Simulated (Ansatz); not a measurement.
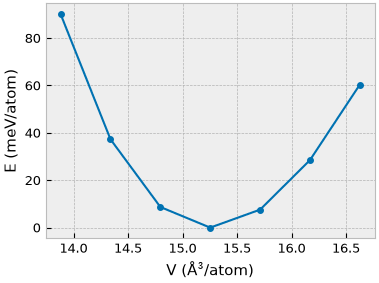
Figure. CuAu3 (Cu3Au type, Pm-3m) under volume change, LDA (plane waves, PAW; program Ansatz), scaled uniformly.

Problem. What does a third-order Birch–Murnaghan fit give for V₀, B₀ and B′?

Solution. V₀ = 15.25 Å³/atom, B₀ = 190 GPa, B′ = 5.7.

The first step of the workflow began from a Materials Project structure, measured or hypothetical; the Crystallography Open Database files this formula in space group No. 221, but the cells were not matched. Whether it is the stable phase at ambient conditions was not checked. Symmetry was held in the LDA relaxation; of distortions, only those at the zone centre were tested. The run is not spin-polarised. Scalar-relativistic: spin–orbit coupling is off unless named, which matters more the heavier the elements.

Potentials: the later of the program's two PAW sets.
